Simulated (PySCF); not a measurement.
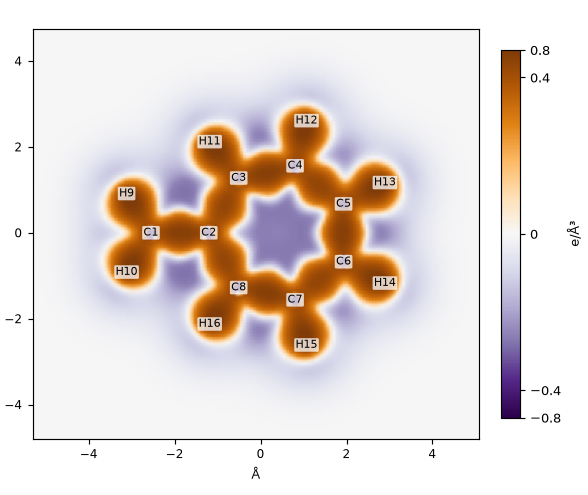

*C$_{8}$H$_{8}$, SMILES `C=C1C=CC=CC=C1`. Deformation density (molecule less spherical, spin-averaged free atoms) in the molecular plane; colour scale in e/Å³, logarithmic beyond ±0.1; orange: gain, purple: loss.*

Computed with PySCF, PBE0/def2-SVPD, geometry: GFN2-xTB. No frequency check shows the geometry to be a minimum.

The calculation's input:

```python
import numpy as np
from pyscf import gto, scf, dft
from pyscf.scf import atom_ks, atom_hf
from scipy.linalg import block_diag

def solve(mol, dm0=None, hcore=None):
    mf = (dft.UKS if mol.spin else dft.RKS)(mol, xc='pbe0')
    mf.grids.level = 3
    mf = mf.density_fit(auxbasis='def2-universal-jkfit')
    mf.conv_tol, mf.max_cycle = 1e-8, 80
    if hcore is not None:
        mf.get_hcore = lambda *args: hcore
    mf.kernel(dm0)
    if not mf.converged:
        mf = mf.newton().run(mf.mo_coeff, mf.mo_occ, max_cycle=30)
    assert mf.converged, 'SCF not converged'
    return mf

mol = gto.M(atom='''
C      2.61464    -0.00017     0.00000
C      1.26888     0.00030     0.00000
C      0.57175    -1.27522     0.00000
C     -0.74140    -1.56065     0.00000
C     -1.87040    -0.67341     0.00000
C     -1.87041     0.67335     0.00000
C     -0.74142     1.56061     0.00000
C      0.57173     1.27520     0.00000
H      3.18226    -0.91410     0.00000
H      3.18225     0.91411     0.00000
H      1.24823    -2.12282     0.00000
H     -1.00758    -2.61138     0.00000
H     -2.83296    -1.17025     0.00000
H     -2.83298     1.17018     0.00000
H     -1.00761     2.61134     0.00000
H      1.24820     2.12281     0.00000
''', basis='def2-svpd', charge=0, spin=0, verbose=4)
mf = solve(mol)
mf.analyze()
# spherically averaged free atoms, for the promolecule
atm = atom_ks.get_atm_nrks(mol, xc='pbe0')
pro = block_diag(*[(atm[a[0]][2] * atm[a[0]][3]) @ atm[a[0]][2].T for a in mol._atom])
np.savez('result.npz', e=mf.e_tot, c=mf.mo_coeff, occ=mf.mo_occ, eps=mf.mo_energy, pro=pro, dip=mf.dip_moment(verbose=0), s2=mf.spin_square()[0])
```

Command:

```sh
OMP_NUM_THREADS=1 python input.py
```

The run took 80 s on 1 thread of Arm Neoverse N1 (shared host), peak memory 0.88 GiB.

Partitions, critical points and surface values were worked out afterwards from this run's density.

**How much density has each bond in this plane gained at its critical point, relative to the free atoms?**

C3–H11 and C8–H16: +0.73 e/Å³ at the bond critical point (bond length 1.08 Å). C5–H13 and C6–H14: +0.72 e/Å³ at the bond critical point (bond length 1.08 Å). C4–H12 and C7–H15: +0.72 e/Å³ at the bond critical point (bond length 1.08 Å). C1–H9 and C1–H10: +0.71 e/Å³ at the bond critical point (bond length 1.08 Å). C3–C4 and C7–C8: +0.68 e/Å³ at the bond critical point (bond length 1.34 Å). C5–C6: +0.68 e/Å³ at the bond critical point (bond length 1.35 Å). C1–C2: +0.68 e/Å³ at the bond critical point (bond length 1.35 Å). C4–C5 and C6–C7: +0.56 e/Å³ at the bond critical point (bond length 1.44 Å). C2–C8 and C2–C3: +0.54 e/Å³ at the bond critical point (bond length 1.45 Å). In all, 3.7 electrons gather in the regions of gain relative to the promolecule.

**Where do the Hirshfeld charges lie?**

The highest Hirshfeld charge is on H11 and H16 (+0.05 e), the lowest on C1 (−0.12 e).
